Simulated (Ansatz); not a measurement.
# AlCl2F (SMILES [F][Al]([Cl])[Cl]): BHLYP/STO-3G

What is the electronic atomisation energy of AlCl2F at BHLYP/STO-3G? 

The calculation is run with Ansatz 0.2.0.

61 further runs of the same task are left out: 5 that didn't finish, 56 set aside as unsound or not needed.

### Step 1. The system as given

AlCl2F has 4 atoms, charge 0, and is taken as a singlet. As SMILES, `[F][Al]([Cl])[Cl]`. Geometry: relaxed at PBE0-D4/def2-TZVP.

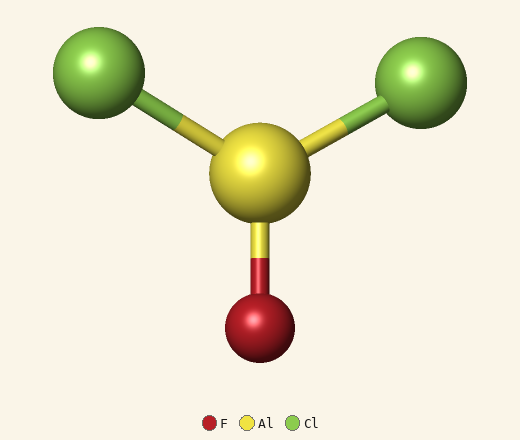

Viewed from a chosen angle; fluorine red, aluminium yellow, chlorine green.

### Step 2. A single-point energy at BHLYP/STO-3G

Contents of job.yaml:

```yaml
basis:
  gaussian:
    orbitals: STO-3G
crystal:
  periodic: [false, false, false]
  atoms:
    - {symbol: F, position_ang: [0.087420, 0.388220, 1.682350]}
    - {symbol: Al, position_ang: [0.004800, 0.021530, 0.093600]}
    - {symbol: Cl, position_ang: [1.223040, -1.463690, -0.663450]}
    - {symbol: Cl, position_ang: [-1.315270, 1.053930, -1.112510]}
hamiltonian:
  xc: {name: BHLYP}
accuracy: high
```

Started as:

```
$ ansatz run job.yaml --threads 1 --pin off --max-ram 3480MiB --events-out events.jsonl --progress --plain --runs-dir runs
```

Standard output:

```text
Warning: RAYON_NUM_THREADS=1 ignored (pool sized by the plan → 1); use --threads N
Functional definition: BHLYP
  name "BHLYP"
  parameter a = 0.5
  exchange = (1 - a)*b88_x + a*exact_x
  correlation = lyp_c
603 factors; integrals over basis functions are off by at most 2.8e-8 eV
mean field evaluation 1: about -33970.1983 eV, gradient 2.9e1 eV
mean field evaluation 2: about -33971.8181 eV, gradient 2.5e1 eV
mean field evaluation 4: about -33973.6979 eV, gradient 2.5e-1 eV
mean field evaluation 8: about -33973.7057 eV, gradient 9.0e-3 eV
mean field evaluation 16: about -33973.7057 eV, gradient 3.3e-8 eV
mean field -33973.70568447 eV, -1248.5106556994 hartree, gradient 3.3e-8 eV, S^2 0.000000; 0 other end points of the search recorded, 0 dependent functions left out
reference -33973.70570310 eV, -1248.5106563840 hartree; 28, 28 occupied and 4, 4 virtual orbitals, 603 factors
Total energy: -33973.70570310 eV, -1248.5106563840 hartree
```

Wall time 1.9 s (1 thread of Arm Neoverse V1, shared host); peak memory 0.12 GiB.

### Step 3. The Al atom at the same level

Contents of job.yaml:

```yaml
crystal:
  periodic: [false, false, false]
  atoms:
    - {symbol: Al, position_ang: [0.000000, 0.000000, 0.000000]}
basis:
  gaussian: {orbitals: STO-3G}
magnetization: {spin_polarized: true, initial_magnetization: 1}
hamiltonian: {xc: {name: BHLYP}}
accuracy: high
```

Run the same way, it converges to -239.33024 Eh (log not shown).

### Step 4. The Cl atom, same level

Contents of job.yaml:

```yaml
crystal:
  periodic: [false, false, false]
  atoms:
    - {symbol: Cl, position_ang: [0.000000, 0.000000, 0.000000]}
basis:
  gaussian:
    orbitals: STO-3G
hamiltonian:
  xc: {name: BHLYP}
magnetization:
  spin_polarized: true
  initial_magnetization: 1
accuracy: high
```

Run the same way, it converges to -455.14939 Eh (log not shown).

### Step 5. The F atom at the same level

Contents of job.yaml:

```yaml
crystal:
  periodic: [false, false, false]
  atoms:
    - {symbol: F, position_ang: [0.000000, 0.000000, 0.000000]}
basis:
  gaussian:
    orbitals: STO-3G
magnetization:
  spin_polarized: true
  initial_magnetization: 1
hamiltonian:
  xc: {name: BHLYP}
accuracy: high
```

Started as:

```
$ ansatz run job.yaml --threads 1 --pin off --max-ram 3480MiB --events-out events.jsonl --progress --plain --runs-dir runs
```

Standard output, cut to the lines that bear on the results:

```text
Warning: RAYON_NUM_THREADS=1 ignored (pool sized by the plan → 1); use --threads N
[... 5 set-up lines as earlier in the session ...]
15 factors; integrals over basis functions are off by at most 1.2e-9 eV
mean field evaluation 1: about -2674.1239 eV, gradient 1.7e-12 eV
mean field evaluation 2: about -2674.1249 eV, gradient 9.3e-12 eV
mean field -2674.12489434 eV, -98.2722772800 hartree, gradient 0.0e0 eV, S^2 0.750000; 0 other end points of the search recorded, 0 dependent functions left out
reference -2674.12489910 eV, -98.2722774549 hartree; 5, 4 occupied and 0, 1 virtual orbitals, 15 factors
Total energy: -2674.12489910 eV, -98.2722774549 hartree
```

Wall time 0.16 s (1 thread of Arm Neoverse V1, shared host).

### Step 6. Summary of results

Level: BHLYP/STO-3G.

```
                     quantity           value
       molecule: total energy  -1248.51066 Eh
        Al atom: total energy   -239.33024 Eh
                Al atom: ⟨S²⟩           0.750
        Cl atom: total energy   -455.14939 Eh
                Cl atom: ⟨S²⟩           0.750
         F atom: total energy    -98.27228 Eh
                 F atom: ⟨S²⟩           0.750
electronic atomisation energy       16.582 eV
```

What this shows: Taking the molecule apart into free atoms costs 16.58 eV (382 kcal/mol), before zero-point energy and without spin-orbit coupling. In a minimal basis such a difference can be off by several eV, whatever the method.
